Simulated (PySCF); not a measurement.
F$_{2}$GeH$_{3}$ (SMILES [F][GeH3-][F]) (charge −1)

Input file:

```
{"job": {"kind": "sp", "xc": "wB97X", "basis": "ma-def2-TZVP", "d3": "d3bj", "grid": 2}, "charge": -1, "multiplicity": 1}
F     -1.126372     1.032441    -0.015028
Ge     0.203142    -0.334267    -0.017378
F      1.384618     1.058841    -0.046288
H     -0.398330    -0.832864     1.341402
H     -0.456879    -0.869501    -1.335343
H      1.495120    -1.314034    -0.035397
```

Run with:

```sh
OMP_NUM_THREADS=1 python redox_run.py task.json out
```

Geometry: PBE0-D3(BJ)/ma-def2-SVP.

Level of theory: PySCF 2.14.0, density-fitted response routines, DFT single point, gas phase, functional wB97X.

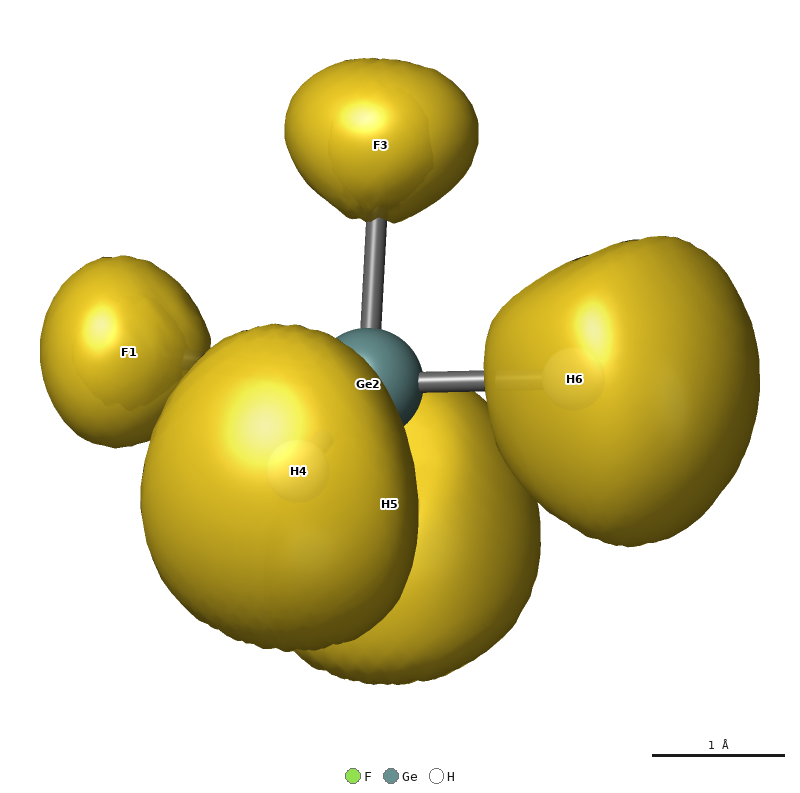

Figure 1. Isosurface of the electron localisation function at 0.8 (yellow), seen at a tilt. Only the valence region is drawn (cores and ρ < 0.01 e/Å³ removed).

Q: Identify the bonds, lone pairs and shells in this picture.

A: The ELF exceeds this value in three regions around hydrogen nuclei and two regions wrapped around F (the valence shell of each).


Ge–F (1.83 Å): the ELF peaks at about 0.80 in the valence shell of F, 0.5 Å from its nucleus, and is about 0.25 at the midpoint. Ge–H (1.57 Å): the ELF climbs to about 1 towards the hydrogen.

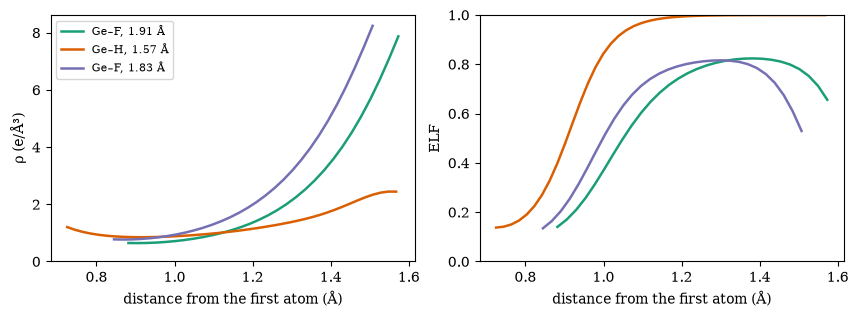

Figure 2. Electron density and electron localisation function along straight lines between neighbouring atoms. The curves leave out the atomic cores.

Q: Compare the contacts.

A: Ge–F (1.91 Å): ρ at the midpoint is about 0.66 e/Å³; the ELF peaks at about 0.80 in the valence shell of F, 0.5 Å from its nucleus, and is about 0.25 at the midpoint.
Ge–H (1.57 Å): ρ at the midpoint is about 0.98 e/Å³; the ELF climbs to about 1 towards the hydrogen.
Ge–F (1.83 Å): ρ at the midpoint is about 0.79 e/Å³; the ELF peaks at about 0.80 in the valence shell of F, 0.5 Å from its nucleus, and is about 0.25 at the midpoint.
